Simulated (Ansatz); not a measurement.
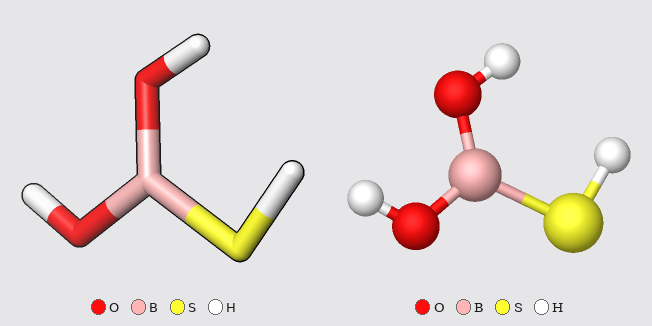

Two views of one molecule.

**Give the formula.**

BH₃O₂S, 7 atoms: 1 boron, 3 hydrogen, 2 oxygen and 1 sulfur.

**How many bonds of each kind are drawn?**

2 B–O, 2 O–H, 1 B–S, 1 S–H.

**How many atoms are distinct by symmetry?**

7: 1 O, 1 B, 1 O, 1 S, 1 H, 1 H, 1 H.

**Give a SMILES string for it.**

OB(O)S

The parts below concern this one geometry. Atoms keep their numbers from picture to picture. The geometry was computed by an optimisation with PBE0-D4/def2-TZVP.

Shape

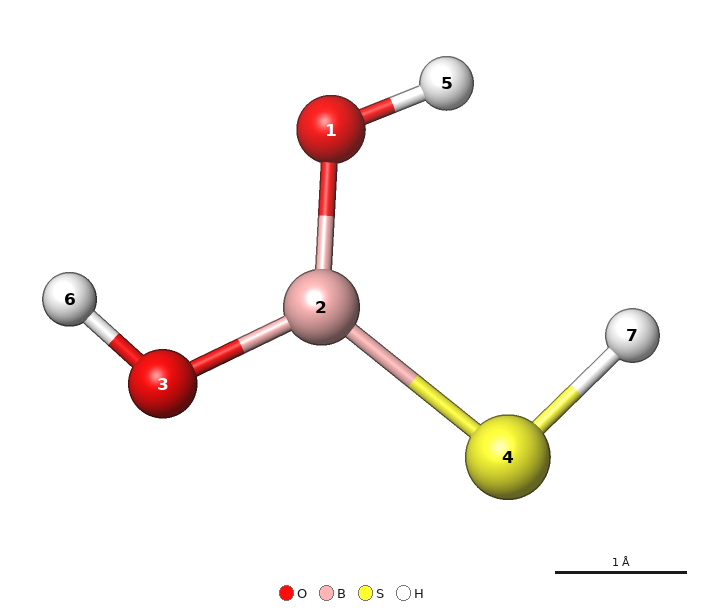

Numbered structure.

Which atoms are bonded, and how long are the bonds?

```csv
bond,length (Å),order
O1–B2,1.364,single
O1–H5,0.957,single
B2–O3,1.357,single
B2–S4,1.829,single
O3–H6,0.961,single
S4–H7,1.342,single
```

Dipole moment

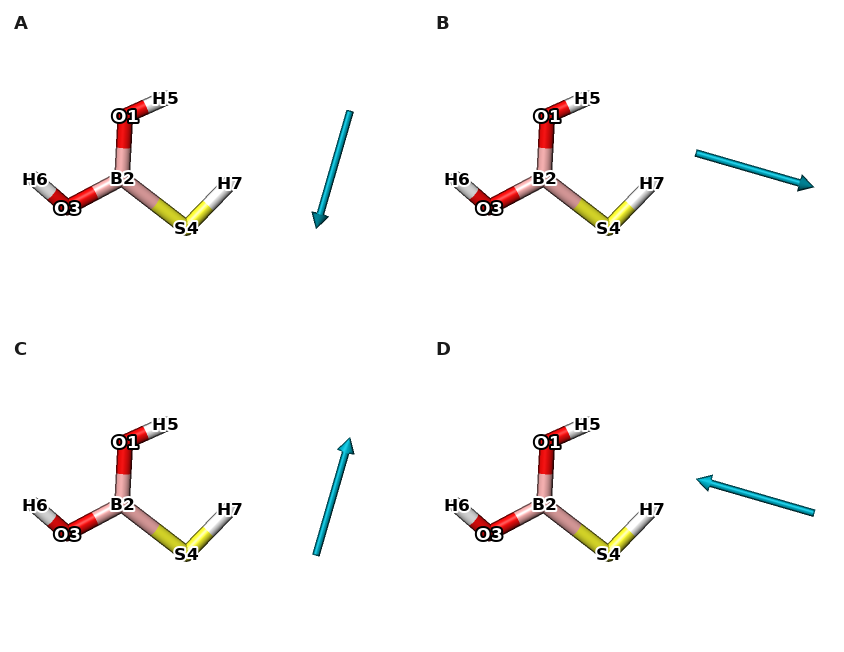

The same molecule four times, each with an arrow. Method: RKS PBE0-D4/def2-TZVP (Ansatz 0.2.0).

**Which arrow points along the dipole moment, from the negative to the positive end?**

C. The dipole moment is 2.42 D; it points from the side of O3 to the side of H5 (the outermost atoms at the two ends).

Levels of theory compared

Program: Ansatz 0.2.0.

Compare vertical IP (eV), HOMO–LUMO gap (eV) at these levels: B3LYP-D4/def2-TZVPP; PBE-D4/def2-TZVPP; PBE0-D4/def2-TZVPP; r2SCAN-D4/def2-TZVPP; ωB97M-V/def2-TZVPP; ωB97X-V/def2-TZVPP.

```json
{"level": "B3LYP-D4/def2-TZVPP", "vertical IP (eV)": "10.10", "HOMO–LUMO gap (eV)": "7.09"}
{"level": "PBE-D4/def2-TZVPP", "vertical IP (eV)": "9.91", "HOMO–LUMO gap (eV)": "5.53"}
{"level": "PBE0-D4/def2-TZVPP", "vertical IP (eV)": "10.06", "HOMO–LUMO gap (eV)": "7.70"}
{"level": "r2SCAN-D4/def2-TZVPP", "vertical IP (eV)": "9.97", "HOMO–LUMO gap (eV)": "6.37"}
{"level": "ωB97M-V/def2-TZVPP", "vertical IP (eV)": "10.14", "HOMO–LUMO gap (eV)": "11.47"}
{"level": "ωB97X-V/def2-TZVPP", "vertical IP (eV)": "10.16", "HOMO–LUMO gap (eV)": "12.04"}
```

Charges

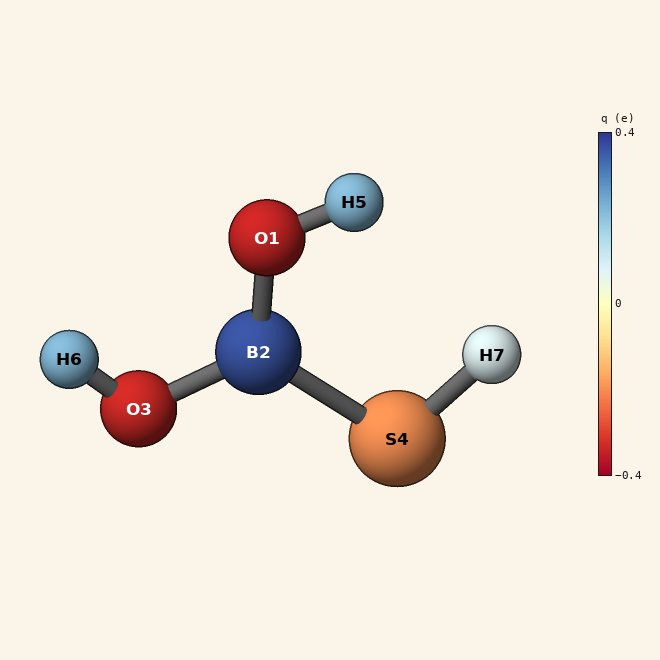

Atoms are coloured by their Mulliken charges. Properties computed with RKS r2SCAN-D4/def2-TZVPP (Ansatz 0.2.0).

**Which atom carries the highest charge (most positive or least negative)?**

B2 (0.36 e).

**And the lowest?**

O1, O3 (−0.33 e).

List the Mulliken charges.

| atom | value (e) |
| --- | --- |
| O1 | −0.33 |
| B2 | 0.36 |
| O3 | −0.33 |
| S4 | −0.19 |
| H5 | 0.21 |
| H6 | 0.21 |
| H7 | 0.07 |

Mulliken values depend strongly on the basis set and can even reverse the polarity of a bond.
